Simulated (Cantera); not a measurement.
Feed: 1 mol AlN, 3.6 mol H₂, at 1925 K.

Method: chemical equilibrium by Gibbs-energy minimisation in Cantera with the NASA 1993 tables (ideal gas, pure condensed phases). Candidate condensed phases: Al, AlN; 13 gas species. The numbers say what is thermodynamically allowed, not how fast it happens.

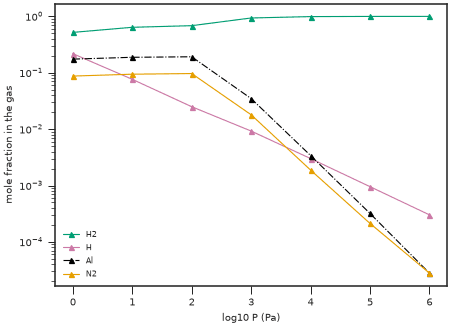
Figure: Equilibrium gas composition (values under 1e-9 drawn at 1e-9)

Task: Read off the mole fractions at 1.00 bar.

Result: H₂ about 1.00, H about 0.00096, Al about 0.00032, N₂ about 0.00021.
